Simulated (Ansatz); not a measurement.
# Correcting a cheap level on B-containing radicals

The atomisation energy (no zero-point term) in kJ/mol of 7 B-containing radicals: x at wB97X-V/def2-TZVPP, y at CCSD(T)/CBS estimate. Shapes, held fixed at every level: PBE0-D4/def2-TZVP. Flexible molecules stand in one conformer, not always the lowest. Programs: Ansatz 0.2.0.

```
             molecule  x (kJ/mol)  y (kJ/mol)
         B(CH3)(SiH3)        2909        2882
         BH(CH2)(CH3)        3331        3313
       B(SiH2)(SiH3)2        3502        3460
         B(CH2)(CH3)F        3587           ?
      B(CH2)(CH3)(SH)        3717        3693
     B(CH2)(CH3)(NH2)        4228        4206
C3H8B (SMILES C[B]CC)        4523        4504
```

**Question.** Fit y = c + s·x to the known rows and predict y for B(CH2)(CH3)F.

**Answer.** 
1. Means of the 6 rows: x = 3701.67, y = 3676.3.
2. Σ(Δx)² = 1757431, Σ(Δx·Δy) = 1766339, so the slope is 1766339/1757431 = 1.0051.
3. Intercept: 3676.3 − (1.0051) × 3701.67 = -44.2. The largest residual of the fit is 16.
4. B(CH2)(CH3)F: -44.2 + 1.0051 × 3587 = 3561 kJ/mol.

CCSD(T)/CBS estimate gives 3572 kJ/mol, so the prediction is off by -11 kJ/mol, within the largest residual. Uncorrected, wB97X-V/def2-TZVPP misses it by +15 kJ/mol, and the other rows by 25 on average. The line overshoots: the miss goes from +15 to -11. Left out in turn, the other rows are missed by 7 kJ/mol on average, so much of the error is systematic among these molecules. Open shells run unrestricted. The CBS estimate extrapolates MP2 from def2-TZVPP and def2-QZVPP and adds CCSD(T) − MP2 in the triple-zeta set, cores frozen.

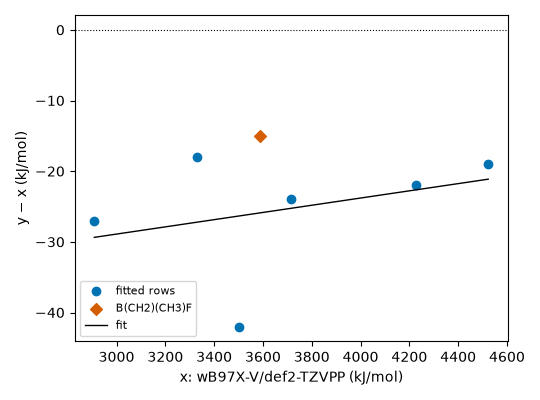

The correction y − x against x, with the fitted line and the withheld molecule.
